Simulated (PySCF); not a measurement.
# H5O5Pb (Pb(OH)5-): the cost of one run

Computed with PySCF 2.14.0. Level: several levels, as the steps say, no spin–orbit coupling.

2 further runs of the same task are left out: 1 for a known fault of the program, 1 that didn't finish.

## 1. Where the work starts

11 atoms, charge -1, spin multiplicity 1.

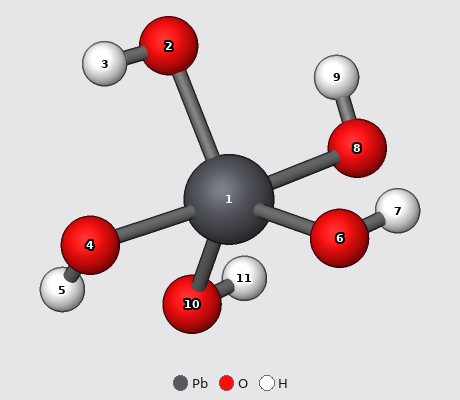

The structure; lead dark grey, oxygen red, hydrogen white; atoms are numbered from 1 in the order of the file.

As a file:

```
Pb   -0.0174    0.1337    0.1490
O    -0.2269    0.2703    2.3108
H     0.7359    0.2185    2.4948
O     2.1521    0.0825    0.4671
H     2.3147   -0.8231    0.1294
O    -0.1587    1.9599   -0.9978
H    -1.1408    1.9573   -1.0331
O    -2.2223   -0.0474   -0.0418
H    -2.4487   -0.0441    0.9113
O     0.0944   -1.8069   -0.8324
H    -0.8782   -1.9434   -0.8499
```

Formal oxidation states: Pb +4. An earlier session relaxed this geometry at PBE, Pb def2-SVP with ECP60, O def2-SVP, H def2-SVP (singlet, point group C1).

At PBE on the finer grid: E = -571.377399 Eh, HOMO -1.28 eV, LUMO 1.63 eV, Mulliken charge on Pb1 +0.66 e, largest force component 0.022 eV/Å. 

Levels to run: CAM-B3LYP; r2SCAN; PBE0; BP86; PBE, TZVP; PBE, x2c-SVP. Hardware: 2 threads of Arm Neoverse V1, shared host.

## 2. CAM-B3LYP

File run.py (the lines that set the calculation):

```python
mol = gto.M(atom='''
Pb    -0.01744     0.13373     0.14896
O     -0.22692     0.27035     2.31082
H      0.73588     0.21852     2.49480
O      2.15213     0.08255     0.46706
H      2.31470    -0.82310     0.12938
O     -0.15865     1.95991    -0.99783
H     -1.14081     1.95729    -1.03313
O     -2.22233    -0.04735    -0.04181
H     -2.44866    -0.04409     0.91134
O      0.09439    -1.80687    -0.83235
H     -0.87818    -1.94343    -0.84992''',
    basis={'Pb': 'def2-SVP', 'O': 'def2-SVP', 'H': 'def2-SVP'},
    ecp={'Pb': 'def2-SVP'},
    charge=-1, spin=0)
mf = dft.RKS(mol, xc='CAMB3LYP')
mf.grids.atom_grid = (75, 302)
mf = mf.density_fit()  # fitting sets: Pb def2-universal-JKFIT, O def2-universal-JKFIT, H def2-universal-JKFIT
mf.conv_tol = 1e-08; mf.max_cycle = 55
mf.kernel(dm0)  # dm0: the density of the relaxed state
```

On the command line:

```console
> OMP_NUM_THREADS=2 python run.py
```

**Question.** How long does this run take on 2 threads of Arm Neoverse V1, shared host?

About 11 s.
